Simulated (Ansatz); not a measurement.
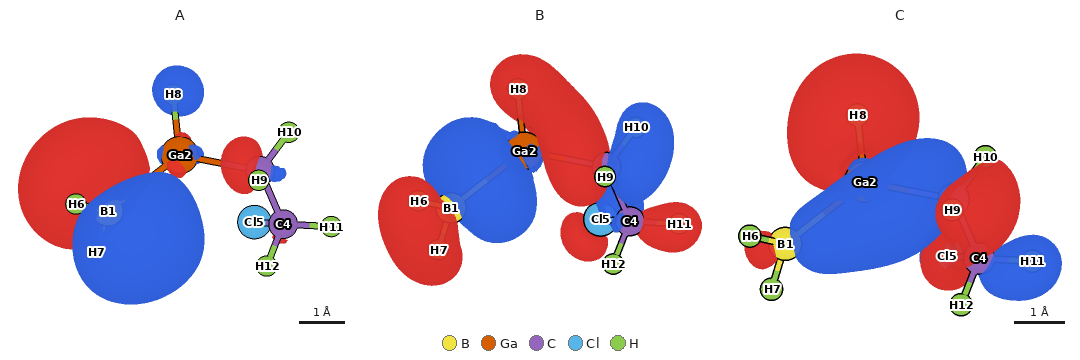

The picture shows: C₂H₇BClGa (SMILES [BH2][GaH][CH2]CCl). Three frontier orbitals at ±0.08 Å⁻³ᐟ² (blue and red are the two phases), in no order.

Geometry: PBE0-D4/def2-TZVP.

All numbers below come from Ansatz 0.2.0, RKS PBE0-D4/def2-TZVPP.

The calculation's input:

```
crystal:
  periodic: [false, false, false]
  atoms:
    - {symbol: B, position_ang: [-1.990803, 1.379009, 0.012530]}
    - {symbol: Ga, position_ang: [-0.019350, 1.072126, -0.553386]}
    - {symbol: C, position_ang: [1.200059, -0.145524, 0.492241]}
    - {symbol: C, position_ang: [0.693407, -1.530252, 0.189221]}
    - {symbol: Cl, position_ang: [0.015124, -1.555461, -1.507468]}
    - {symbol: H, position_ang: [-2.292723, 2.236197, 0.796341]}
    - {symbol: H, position_ang: [-2.899999, 0.724847, -0.413323]}
    - {symbol: H, position_ang: [0.667004, 1.890073, -1.713766]}
    - {symbol: H, position_ang: [1.179532, 0.033977, 1.569939]}
    - {symbol: H, position_ang: [2.225438, -0.019294, 0.141273]}
    - {symbol: H, position_ang: [1.443529, -2.320662, 0.198990]}
    - {symbol: H, position_ang: [-0.144218, -1.820335, 0.821509]}
basis:
  gaussian: {orbitals: def2-TZVPP}
hamiltonian: {xc: pbe0, dispersion: d4}
output: {orbitals: {seedname: orbitals}}
```

Launched as:

```sh
ansatz run in.yaml --threads 4 --pin off --events-out ev --progress --plain --max-ram 10444MiB
```

**Which picture is the HOMO−1, the HOMO and the LUMO?**

C is the HOMO−1 (−7.76 eV). Its weight (Hirshfeld) is mainly on Ga2 (about 30 %), H8 (about 25 %) and C3 (about 20 %). B is the HOMO (−7.12 eV). Its weight (Hirshfeld) is mainly on B1 (about 30 %), Ga2 (about 30 %) and C3 (about 15 %). A is the LUMO (−2.08 eV). By Hirshfeld shares it lies mainly on B1 (about 65 %), Ga2 (about 15 %), H7 (about 5 %) and H6 (about 5 %).

**What is the HOMO–LUMO gap?**

5.04 eV between the orbital energies.
